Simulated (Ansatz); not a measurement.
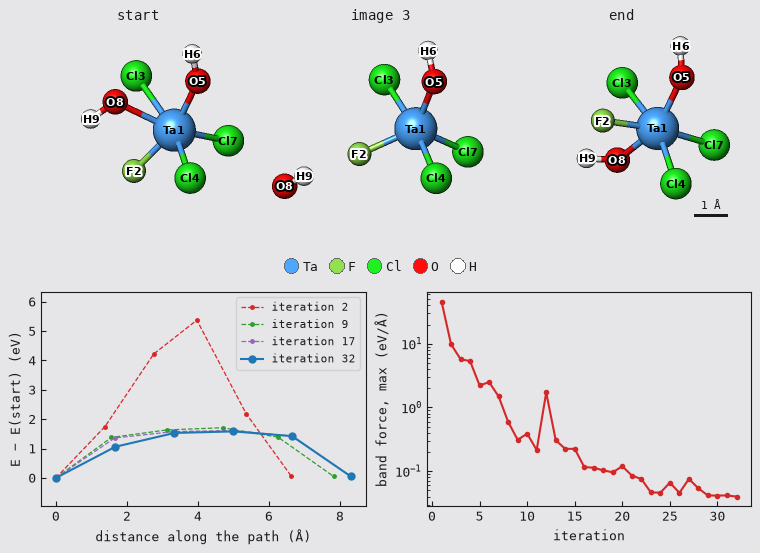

A search for the minimum-energy path of TaH₂O₂Cl₃F (multiplicity 2) by the nudged elastic band. Images are numbered from 0 (start) to 5 (end). The plot follows the band through its iterations. A ball-and-stick model, seen at a tilt.

Level of theory: UKS PBE/def2-SVP in Ansatz 0.2.0. Set-up: 4 movable images; no climbing image; force threshold 0.03 eV/Å; iteration limit 32; starting path through a guess of the saddle point.

Question: Judge this run.

Answer: The result isn't final. The band hadn't converged when the run stopped after 32 iterations. The largest component of the band force went from 46 to 0.04 eV/Å. The barrier read from it is provisional, though the highest image hardly moved in the last two iterations. The first iteration put the highest image at 8.61 eV. The highest point, image 3, lies 1.58 eV above the start and 1.53 eV above the end; the end is at +0.05 eV relative to the start.
